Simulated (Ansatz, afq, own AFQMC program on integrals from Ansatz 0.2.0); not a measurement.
# NH3+ (doublet): AFQMC on the coupled-cluster ladder at scale of all distances = 1.315, 6-31G

Aim: compute NH3+ (doublet) with auxiliary-field quantum Monte Carlo on the same integrals as coupled cluster, and set the energies side by side.

Computed with Ansatz 0.2.0, Gaussian basis, and an in-house AFQMC program (afq) on its integrals; all values are calculated. Level: 6-31G, frozen cores.

The runs, in order: Full CI; PBE (unrestricted); r2SCAN (unrestricted); PBE0 (unrestricted); B3LYP (unrestricted); wB97M-V (unrestricted); B2PLYP (unrestricted); CCSD(T) on UHF; Full CI; Full CI (quartet); CCSDT(Q) on UHF; CCSDTQ on UHF; Phaseless AFQMC, CISD trial on UHF; Phaseless AFQMC, single-determinant trial on UHF.

4 further runs of the same task are left out: 4 that didn't finish.

## Step 1: The geometry

The geometry derives from a PBE0/def2-TZVP stationary point (not a proven minimum). All distances are scaled together.

4 atoms, charge 1, spin multiplicity 2.

Atoms are counted from 1 here; the program's logs count them from 0.

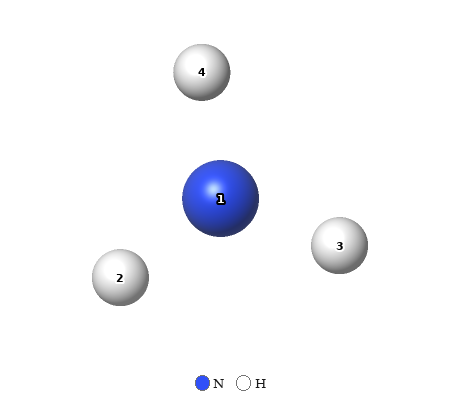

The geometry (nitrogen blue, hydrogen white); atoms are numbered from 1 in the order of the file.

## Step 2: Full CI

Contents of in.yaml:

```yaml
crystal:
  periodic: [false, false, false]
  atoms:
    - {symbol: N, position_ang: [0.000000, 0.000000, 0.000000]}
    - {symbol: H, position_ang: [1.346587, 0.018088, -0.000092]}
    - {symbol: H, position_ang: [-0.688959, 1.157129, -0.003632]}
    - {symbol: H, position_ang: [-0.657629, -1.175217, 0.003724]}
basis:
  gaussian: {orbitals: 6-31G}
total_charge: 1
magnetization: {spin_polarized: false, initial_magnetization: 1}
correlation: {method: fci, electrons: outside_noble_gas}
```

Command:

```
$ ansatz run in.yaml --threads 1 --pin off --events-out ev --progress --plain --max-ram 24576MiB --backend cuda --devices 0, --max-vram 18GiB
```

Log:

```text
Functional definition: HF
  name "HF"
  cite "Fock, Z. Phys. 61, 126 (1930) doi:10.1007/BF01340294"
  parent pbe
  exchange = exact_x
  correlation = 0
345 factors; integrals over basis functions are off by at most 2.0e-8 eV
mean field evaluation 1: about -1513.3431 eV, gradient 3.1e1 eV
mean field evaluation 2: about -1513.3418 eV, gradient 3.1e1 eV
mean field evaluation 4: about -1515.7006 eV, gradient 1.3e0 eV
mean field evaluation 8: about -1515.7100 eV, gradient 2.2e-4 eV
mean field -1515.70995161 eV, -55.7013133367 hartree, gradient 2.7e-6 eV, S^2 0.750000; 0 other end points of the search recorded, 0 dependent functions left out
mean field evaluation 16: about -1515.8422 eV, gradient 8.6e-1 eV
1 core orbitals not correlated: weight in the atoms' cores, before any rotation towards them, 1.000 or more for the frozen orbitals, at most 0.000 for the correlated occupied ones
reference -1515.70995161 eV, -55.7013133367 hartree; 4, 3 occupied and 10, 11 virtual orbitals, 345 factors
state -1519.52030408 eV, -55.8413412071 hartree
Total energy: -1519.52030408 eV, -55.8413412071 hartree
```

Run time: 14 s. Hardware: 1 × NVIDIA H100 80GB HBM3 with 1 thread of AMD EPYC 7R13 (Zen 3), shared host.

From the report: 88,132 determinants, symmetry B1.

## Step 3: PBE (unrestricted)

in.yaml, as its differences from that of step 2:

```diff
@@ -10,3 +10,4 @@
 total_charge: 1
-magnetization: {spin_polarized: false, initial_magnetization: 1}
-correlation: {method: fci, electrons: outside_noble_gas}
+magnetization: {spin_polarized: true, initial_magnetization: 1}
+hamiltonian: {xc: {name: PBE}}
+output: {orbitals: {seedname: orbitals}}
```

Command:

```
$ ansatz run in.yaml --threads 1 --pin off --events-out ev --progress --plain --max-ram 8192MiB --backend cpu
```

Log:

```text
Functional definition: PBE
  name "PBE"
  cite "Perdew, Burke & Ernzerhof, Phys. Rev. Lett. 77, 3865 (1996) doi:10.1103/PhysRevLett.77.3865"
  parent pbe
  parameter kappa = 0.804
  parameter beta = 0.06672455060314922
  exchange = pbe_x(kappa = kappa, mu = beta*pi^2/3)
  correlation = pbe_c(beta = beta)
228 factors; integrals over basis functions are off by at most 2.9e-4 eV
mean field evaluation 1: about -1509.9791 eV, gradient 5.2e1 eV
mean field evaluation 2: about -1470.6652 eV, gradient 7.7e1 eV
mean field evaluation 4: about -1523.3864 eV, gradient 3.4e0 eV
mean field evaluation 8: about -1523.4331 eV, gradient 2.4e-2 eV
mean field -1523.43314634 eV, -55.9851355077 hartree, gradient 5.3e-5 eV, S^2 0.757611; 0 other end points of the search recorded, 0 dependent functions left out
reference -1523.43316462 eV, -55.9851361797 hartree; 5, 4 occupied and 10, 11 virtual orbitals, 228 factors
Total energy: -1523.43316462 eV, -55.9851361797 hartree
```

It took 0.27 s on 1 thread of AMD EPYC 7R13 (Zen 3), shared host.

From the report: ⟨S²⟩ of the determinant 0.758 (pure doublet: 0.75).

## Step 4: r2SCAN (unrestricted)

in.yaml, as its differences from that of step 3:

```diff
@@ -11,3 +11,2 @@
 magnetization: {spin_polarized: true, initial_magnetization: 1}
-hamiltonian: {xc: {name: PBE}}
-output: {orbitals: {seedname: orbitals}}
+hamiltonian: {xc: {name: r2SCAN}}
```

The command is unchanged.

Log:

```text
Functional definition: r2SCAN
  name "r2SCAN"
  cite "Furness, Kaplan, Ning, Perdew & Sun, J. Phys. Chem. Lett. 11, 8208 (2020) doi:10.1021/acs.jpclett.0c02405"
  cite "Furness, Kaplan, Ning, Perdew & Sun, J. Phys. Chem. Lett. 11, 9248 (2020) doi:10.1021/acs.jpclett.0c03077"
  parent r2scan
  parameter k0 = 0.174
  parameter k1 = 0.065
  parameter a1 = 4.9479
  exchange = r2scan_x(k0 = k0, k1 = k1, a1 = a1)
  correlation = r2scan_c
228 factors; integrals over basis functions are off by at most 2.9e-4 eV
mean field evaluation 1: about -1513.4235 eV, gradient 4.7e1 eV
mean field evaluation 2: about -1497.0394 eV, gradient 6.7e1 eV
mean field evaluation 4: about -1524.2658 eV, gradient 3.5e-1 eV
mean field evaluation 8: about -1524.2615 eV, gradient 7.2e-3 eV
mean field -1524.26151874 eV, -56.0155776320 hartree, gradient 3.2e-5 eV, S^2 0.764510; 0 other end points of the search recorded, 0 dependent functions left out
reference -1524.26152351 eV, -56.0155778074 hartree; 5, 4 occupied and 10, 11 virtual orbitals, 228 factors
Total energy: -1524.26152351 eV, -56.0155778074 hartree
```

Wall time 0.54 s (1 thread of AMD EPYC 7R13 (Zen 3), shared host).

From the report: ⟨S²⟩ of the determinant 0.765 (pure doublet: 0.75).

## Step 5: PBE0 (unrestricted)

in.yaml, as its differences from that of step 4:

```diff
@@ -11,2 +11,3 @@
 magnetization: {spin_polarized: true, initial_magnetization: 1}
-hamiltonian: {xc: {name: r2SCAN}}
+hamiltonian: {xc: {name: PBE0}}
+output: {orbitals: {seedname: orbitals}}
```

The command is unchanged.

Log:

```text
Functional definition: PBE0
  name "PBE0"
  cite "Adamo & Barone, J. Chem. Phys. 110, 6158 (1999) doi:10.1063/1.478522"
  cite "Perdew, Burke & Ernzerhof, Phys. Rev. Lett. 77, 3865 (1996) doi:10.1103/PhysRevLett.77.3865"
  parent pbe
  parameter a = 0.25
  parameter kappa = 0.804
  parameter beta = 0.06672455060314922
  exchange = (1 - a)*pbe_x(kappa = kappa, mu = beta*pi^2/3) + a*exact_x
  correlation = pbe_c(beta = beta)
228 factors; integrals over basis functions are off by at most 2.9e-4 eV
mean field evaluation 1: about -1514.2658 eV, gradient 4.3e1 eV
mean field evaluation 2: about -1505.7546 eV, gradient 5.6e1 eV
mean field evaluation 4: about -1523.2760 eV, gradient 3.2e-1 eV
mean field evaluation 8: about -1523.2716 eV, gradient 3.4e-2 eV
mean field -1523.27159461 eV, -55.9791985913 hartree, gradient 4.4e-5 eV, S^2 0.761022; 0 other end points of the search recorded, 0 dependent functions left out
reference -1523.27160799 eV, -55.9791990830 hartree; 5, 4 occupied and 10, 11 virtual orbitals, 228 factors
Total energy: -1523.27160799 eV, -55.9791990830 hartree
```

It took 0.27 s on 1 thread of AMD EPYC 7R13 (Zen 3), shared host.

From the report: ⟨S²⟩ of the determinant 0.761 (pure doublet: 0.75).

## Step 6: B3LYP (unrestricted)

in.yaml, as its differences from that of step 5:

```diff
@@ -11,3 +11,2 @@
 magnetization: {spin_polarized: true, initial_magnetization: 1}
-hamiltonian: {xc: {name: PBE0}}
-output: {orbitals: {seedname: orbitals}}
+hamiltonian: {xc: {name: B3LYP}}
```

The command is unchanged.

Log:

```text
Functional definition: B3LYP
  name "B3LYP"
  cite "Stephens, Devlin, Chabalowski & Frisch, J. Phys. Chem. 98, 11623 (1994) doi:10.1021/j100096a001"
  cite "Becke, Phys. Rev. A 38, 3098 (1988) doi:10.1103/PhysRevA.38.3098"
  cite "Lee, Yang & Parr, Phys. Rev. B 37, 785 (1988) doi:10.1103/PhysRevB.37.785"
  cite "Vosko, Wilk & Nusair, Can. J. Phys. 58, 1200 (1980) doi:10.1139/p80-159"
  parameter a0 = 0.2
  parameter ax = 0.72
  parameter ac = 0.81
  exchange = (1 - a0 - ax)*slater_x + ax*b88_x + a0*exact_x
  correlation = (1 - ac)*vwn_rpa_c + ac*lyp_c
228 factors; integrals over basis functions are off by at most 2.9e-4 eV
mean field evaluation 1: about -1514.8118 eV, gradient 4.7e1 eV
mean field evaluation 2: about -1501.9222 eV, gradient 6.4e1 eV
mean field evaluation 4: about -1525.2440 eV, gradient 2.9e-1 eV
mean field evaluation 8: about -1525.2393 eV, gradient 3.1e-2 eV
mean field -1525.23936238 eV, -56.0515127231 hartree, gradient 8.5e-5 eV, S^2 0.760387; 0 other end points of the search recorded, 0 dependent functions left out
reference -1525.23950657 eV, -56.0515180219 hartree; 5, 4 occupied and 10, 11 virtual orbitals, 228 factors
Total energy: -1525.23950657 eV, -56.0515180219 hartree
```

It took 0.27 s on 1 thread of AMD EPYC 7R13 (Zen 3), shared host.

From the report: ⟨S²⟩ of the determinant 0.760 (pure doublet: 0.75).

## Step 7: wB97M-V (unrestricted)

in.yaml, as its differences from that of step 6:

```diff
@@ -11,2 +11,3 @@
 magnetization: {spin_polarized: true, initial_magnetization: 1}
-hamiltonian: {xc: {name: B3LYP}}
+hamiltonian: {xc: {name: wB97M-V}}
+output: {orbitals: {seedname: orbitals}}
```

The command is unchanged.

Log:

```text
Functional definition: wB97M-V
  name "wB97M-V"
  cite "Mardirossian & Head-Gordon, J. Chem. Phys. 144, 214110 (2016) doi:10.1063/1.4952647"
  cite "Becke, J. Chem. Phys. 107, 8554 (1997) doi:10.1063/1.475007"
  cite "Vydrov & Van Voorhis, J. Chem. Phys. 133, 244103 (2010) doi:10.1063/1.3521275"
  # Of w^i u^j: cxij and so on, Table III.
  parameter omega = 0.3/bohr
  parameter cx = 0.15
  parameter cx01 = 1.007
  parameter cx10 = 0.259
  parameter css00 = 0.443
  parameter css04 = -1.437
  parameter css10 = -4.535
  parameter css20 = -3.390
  parameter css43 = 4.278
  parameter cos00 = 1.000
  parameter cos10 = 1.358
  parameter cos20 = 2.924
  parameter cos21 = -8.812
  parameter cos60 = -1.390
  parameter cos61 = 9.142
  parameter b = 6.0
  parameter c = 0.01
  gx(w, u) = 1 - cx + cx01*u + cx10*w
  gss(w, u) = css00 + css04*u^4 + css10*w + css20*w^2 + css43*w^4*u^3
  gos(w, u) = cos00 + cos10*w + (cos20 + cos21*u)*w^2 + (cos60 + cos61*u)*w^6
  exchange = spin_sum(e_x_unif_sr(omega)*gx(b97_w, b97_u_x)) + cx*exact_x_sr(omega) + exact_x_lr(omega)
  correlation = spin_sum(e_c_pw_mod_same_spin*gss(b97_w, b97_u_same))
      + integral(e_c_pw_mod_opposite_spin*gos(b97_w_opposite, b97_u_opposite)) + vv10(b, c)
228 factors; integrals over basis functions are off by at most 2.9e-4 eV
78 factors; integrals over basis functions are off by at most 3.5e-6 eV
mean field evaluation 1: about -1518.3321 eV, gradient 3.5e1 eV
mean field evaluation 2: about -1518.7171 eV, gradient 3.4e1 eV
mean field evaluation 4: about -1524.1880 eV, gradient 3.8e-1 eV
mean field evaluation 8: about -1524.1852 eV, gradient 1.9e-3 eV
mean field -1524.18523639 eV, -56.0127743075 hartree, gradient 4.0e-5 eV, S^2 0.760563; 0 other end points of the search recorded, 0 dependent functions left out
reference -1524.18525451 eV, -56.0127749733 hartree; 5, 4 occupied and 10, 11 virtual orbitals, 228 factors
Total energy: -1524.18525451 eV, -56.0127749733 hartree
```

Wall time 0.79 s (1 thread of AMD EPYC 7R13 (Zen 3), shared host).

From the report: ⟨S²⟩ of the determinant 0.761 (pure doublet: 0.75).

## Step 8: B2PLYP (unrestricted)

in.yaml, as its differences from that of step 7:

```diff
@@ -11,3 +11,3 @@
 magnetization: {spin_polarized: true, initial_magnetization: 1}
-hamiltonian: {xc: {name: wB97M-V}}
-output: {orbitals: {seedname: orbitals}}
+hamiltonian: {xc: {name: B2PLYP}}
+correlation: {electrons: outside_noble_gas}
```

Launched as before.

Log:

```text
Functional definition: B2PLYP
  name "B2PLYP"
  cite "Grimme, J. Chem. Phys. 124, 034108 (2006) doi:10.1063/1.2148954"
  cite "Becke, Phys. Rev. A 38, 3098 (1988) doi:10.1103/PhysRevA.38.3098"
  cite "Lee, Yang & Parr, Phys. Rev. B 37, 785 (1988) doi:10.1103/PhysRevB.37.785"
  parameter a = 0.53
  parameter c = 0.27
  exchange = (1 - a)*b88_x + a*exact_x
  correlation = (1 - c)*lyp_c + c*(mp2_os + mp2_ss)
228 factors; integrals over basis functions are off by at most 2.9e-4 eV
mean field evaluation 1: about -1515.9719 eV, gradient 3.5e1 eV
mean field evaluation 2: about -1515.9689 eV, gradient 3.5e1 eV
mean field evaluation 4: about -1521.9236 eV, gradient 1.0e0 eV
mean field evaluation 8: about -1521.9443 eV, gradient 5.3e-2 eV
mean field -1521.94440222 eV, -55.9304251705 hartree, gradient 9.8e-6 eV, S^2 0.771149; 0 other end points of the search recorded, 0 dependent functions left out
1 core orbitals not correlated: weight in the atoms' cores, before any rotation towards them, 1.000 or more for the frozen orbitals, at most 0.000 for the correlated occupied ones
reference -1521.94449328 eV, -55.9304285169 hartree; 4, 3 occupied and 10, 11 virtual orbitals, 228 factors
second order -3.85236042 eV of doubles, -0.00000000 eV of singles
Total energy: -1522.98463059 eV, -55.9686528581 hartree
```

Run time: 0.27 s. Hardware: 1 thread of AMD EPYC 7R13 (Zen 3), shared host.

From the report: ⟨S²⟩ of the determinant 0.771 (pure doublet: 0.75).

## Step 9: CCSD(T) on UHF

in.yaml, as its differences from that of step 8:

```diff
@@ -11,3 +11,2 @@
 magnetization: {spin_polarized: true, initial_magnetization: 1}
-hamiltonian: {xc: {name: B2PLYP}}
-correlation: {electrons: outside_noble_gas}
+correlation: {method: ccsd_t, electrons: outside_noble_gas, hamiltonian_folder: ham}
```

Command:

```
$ ansatz run in.yaml --threads 1 --pin off --events-out ev --progress --plain --max-ram 24576MiB --backend cuda --devices 0, --max-vram 18GiB
```

Log:

```text
Functional definition: HF
  name "HF"
  cite "Fock, Z. Phys. 61, 126 (1930) doi:10.1007/BF01340294"
  parent pbe
  exchange = exact_x
  correlation = 0
228 factors; integrals over basis functions are off by at most 2.9e-4 eV
mean field evaluation 1: about -1513.3370 eV, gradient 2.3e1 eV
mean field evaluation 2: about -1513.3359 eV, gradient 2.3e1 eV
mean field evaluation 4: about -1515.8090 eV, gradient 1.4e0 eV
mean field evaluation 8: about -1515.8772 eV, gradient 1.8e-1 eV
mean field evaluation 16: about -1515.8433 eV, gradient 8.6e-1 eV
mean field -1515.87857608 eV, -55.7075101716 hartree, gradient 4.0e-6 eV, S^2 0.815527; 0 other end points of the search recorded, 0 dependent functions left out
1 core orbitals not correlated: weight in the atoms' cores, before any rotation towards them, 1.000 or more for the frozen orbitals, at most 0.000 for the correlated occupied ones
reference -1515.87857608 eV, -55.7075101716 hartree; 4, 3 occupied and 10, 11 virtual orbitals, 228 factors
second order -2.91211203 eV of doubles, -0.00000000 eV of singles
cycle   1  -3.20504549 eV  change   -2.9e-1 eV  update   5.9e-2
cycle   2  -3.48723712 eV  change   -2.8e-1 eV  update   3.2e-2
cycle   3  -3.53806909 eV  change   -5.1e-2 eV  update   1.2e-2
cycle   4  -3.55470717 eV  change   -1.7e-2 eV  update   6.0e-3
cycle   5  -3.55730134 eV  change   -2.6e-3 eV  update   1.9e-3
cycle   6  -3.55860009 eV  change   -1.3e-3 eV  update   7.2e-4
cycle   7  -3.55896264 eV  change   -3.6e-4 eV  update   2.3e-4
cycle   8  -3.55897571 eV  change   -1.3e-5 eV  update   4.9e-5
cycle   9  -3.55898917 eV  change   -1.3e-5 eV  update   1.2e-5
cycle  10  -3.55899213 eV  change   -3.0e-6 eV  update   3.1e-6
perturbative correction -0.05937354 eV, -0.0021819372 hartree
Total energy: -1519.49694175 eV, -55.8404826574 hartree
```

It took 9.5 s on 1 × NVIDIA H100 80GB HBM3 with 1 thread of AMD EPYC 7R13 (Zen 3), shared host.

From the report: ⟨S²⟩ of the determinant 0.816 (pure doublet: 0.75); correlation -3.6184 eV; T1 0.024; largest double amplitude 0.08.

This run also writes the integrals to the folder ham.

## Step 10: Full CI

Contents of in.yaml:

```yaml
hamiltonian:
  integrals:
    folder: ../ham
correlation: {method: fci}
```

The command is unchanged.

Log:

```text
Functional definition: HF
  name "HF"
  cite "Fock, Z. Phys. 61, 126 (1930) doi:10.1007/BF01340294"
  parent pbe
  exchange = exact_x
  correlation = 0
reference -1515.87857608 eV, -55.7075101716 hartree; 4, 3 occupied and 10, 11 virtual orbitals, 228 factors
state -1519.52071163 eV, -55.8413561841 hartree
Total energy: -1519.52071163 eV, -55.8413561841 hartree
```

Run time: 14 s. Hardware: 1 × NVIDIA H100 80GB HBM3 with 1 thread of AMD EPYC 7R13 (Zen 3), shared host.

From the report: 88,132 determinants.

## Step 11: Full CI (quartet)

Contents of in.yaml:

```yaml
crystal:
  periodic: [false, false, false]
  atoms:
    - {symbol: N, position_ang: [0.000000, 0.000000, 0.000000]}
    - {symbol: H, position_ang: [1.346587, 0.018088, -0.000092]}
    - {symbol: H, position_ang: [-0.688959, 1.157129, -0.003632]}
    - {symbol: H, position_ang: [-0.657629, -1.175217, 0.003724]}
basis:
  gaussian: {orbitals: 6-31G}
total_charge: 1
magnetization: {spin_polarized: false, initial_magnetization: 3}
correlation: {method: fci, electrons: outside_noble_gas}
```

Same command.

Log:

```text
Functional definition: HF
  name "HF"
  cite "Fock, Z. Phys. 61, 126 (1930) doi:10.1007/BF01340294"
  parent pbe
  exchange = exact_x
  correlation = 0
345 factors; integrals over basis functions are off by at most 2.0e-8 eV
mean field evaluation 1: about -1507.7941 eV, gradient 1.2e1 eV
mean field evaluation 2: about -1507.8001 eV, gradient 1.2e1 eV
mean field evaluation 4: about -1508.5346 eV, gradient 1.6e0 eV
mean field evaluation 8: about -1508.5896 eV, gradient 4.1e-4 eV
mean field evaluation 16: about -1508.5896 eV, gradient 4.2e-5 eV
mean field evaluation 32: about -1508.5596 eV, gradient 9.4e-1 eV
mean field evaluation 64: about -1508.3116 eV, gradient 6.6e0 eV
mean field -1508.92818503 eV, -55.4520880114 hartree, gradient 9.4e-6 eV, S^2 3.750000; 5 other end points of the search recorded, 0 dependent functions left out
mean field evaluation 96: about -1509.0081 eV, gradient 7.1e-2 eV
determinant -1508.92818503 eV, -55.4520880114 hartree, with singles and doubles -1511.70219860 eV, -55.5540311300 hartree
determinant -1508.58961207 eV, -55.4396456847 hartree, with singles and doubles -1511.72330963 eV, -55.5548069460 hartree
determinant -1508.92818503 eV, -55.4520880114 hartree, with singles and doubles -1511.72083163 eV, -55.5547158813 hartree
determinant -1508.58961207 eV, -55.4396456847 hartree, with singles and doubles -1511.72394476 eV, -55.5548302865 hartree
1 core orbitals not correlated: weight in the atoms' cores, before any rotation towards them, 1.000 or more for the frozen orbitals, at most 0.000 for the correlated occupied ones
reference -1508.92818503 eV, -55.4520880114 hartree; 5, 2 occupied and 9, 12 virtual orbitals, 345 factors
state -1511.85284543 eV, -55.5595672987 hartree
1 core orbitals not correlated: weight in the atoms' cores, before any rotation towards them, 1.000 or more for the frozen orbitals, at most 0.000 for the correlated occupied ones
state -1511.85294703 eV, -55.5595710326 hartree
Total energy: -1511.85294703 eV, -55.5595710326 hartree
```

Wall time 25 s (1 × NVIDIA H100 80GB HBM3 with 1 thread of AMD EPYC 7R13 (Zen 3), shared host).

From the report: 45,376 determinants, symmetry A2.

## Step 12: CCSDT(Q) on UHF

in.yaml, as its differences from that of step 11:

```diff
@@ -10,3 +10,3 @@
 total_charge: 1
-magnetization: {spin_polarized: false, initial_magnetization: 3}
-correlation: {method: fci, electrons: outside_noble_gas}
+magnetization: {spin_polarized: true, initial_magnetization: 1}
+correlation: {method: ccsdt_q, electrons: outside_noble_gas}
```

The command is unchanged.

Log:

```text
Functional definition: HF
  name "HF"
  cite "Fock, Z. Phys. 61, 126 (1930) doi:10.1007/BF01340294"
  parent pbe
  exchange = exact_x
  correlation = 0
345 factors; integrals over basis functions are off by at most 2.0e-8 eV
mean field evaluation 1: about -1513.3370 eV, gradient 2.3e1 eV
mean field evaluation 2: about -1513.3359 eV, gradient 2.3e1 eV
mean field evaluation 4: about -1515.8091 eV, gradient 1.4e0 eV
mean field evaluation 8: about -1515.8772 eV, gradient 1.8e-1 eV
mean field evaluation 16: about -1515.8433 eV, gradient 8.6e-1 eV
mean field -1515.87858100 eV, -55.7075103523 hartree, gradient 4.0e-6 eV, S^2 0.815525; 0 other end points of the search recorded, 0 dependent functions left out
1 core orbitals not correlated: weight in the atoms' cores, before any rotation towards them, 1.000 or more for the frozen orbitals, at most 0.000 for the correlated occupied ones
reference -1515.87858100 eV, -55.7075103523 hartree; 4, 3 occupied and 10, 11 virtual orbitals, 345 factors
second order -2.91215276 eV of doubles, -0.00000000 eV of singles
cycle   1  -3.20506219 eV  change   -2.9e-1 eV  update   6.2e-2
cycle   2  -3.53972056 eV  change   -3.3e-1 eV  update   3.3e-2
cycle   3  -3.59702506 eV  change   -5.7e-2 eV  update   1.5e-2
cycle   4  -3.61753839 eV  change   -2.1e-2 eV  update   8.4e-3
cycle   5  -3.62758162 eV  change   -1.0e-2 eV  update   3.1e-3
cycle   6  -3.62939848 eV  change   -1.8e-3 eV  update   1.5e-3
cycle   7  -3.63034198 eV  change   -9.4e-4 eV  update   6.1e-4
cycle   8  -3.63055494 eV  change   -2.1e-4 eV  update   1.4e-4
cycle   9  -3.63055225 eV  change    2.7e-6 eV  update   3.9e-5
cycle  10  -3.63057800 eV  change   -2.6e-5 eV  update   1.8e-5
cycle  11  -3.63058086 eV  change   -2.9e-6 eV  update   8.6e-6
cycle  12  -3.63058098 eV  change   -1.2e-7 eV  update   3.7e-6
cycle  13  -3.63057871 eV  change    2.3e-6 eV  update   1.5e-6
cycle  14  -3.63057874 eV  change   -2.7e-8 eV  update   3.6e-7
perturbative correction -0.01122067 eV, -0.0004123522 hartree
Total energy: -1519.52038041 eV, -55.8413440121 hartree
```

Run time: 10 s. Hardware: 1 × NVIDIA H100 80GB HBM3 with 1 thread of AMD EPYC 7R13 (Zen 3), shared host.

From the report: ⟨S²⟩ of the determinant 0.816 (pure doublet: 0.75); correlation -3.6418 eV; T1 0.025; largest double amplitude 0.08.

(Part 1 of 2 ends here.)
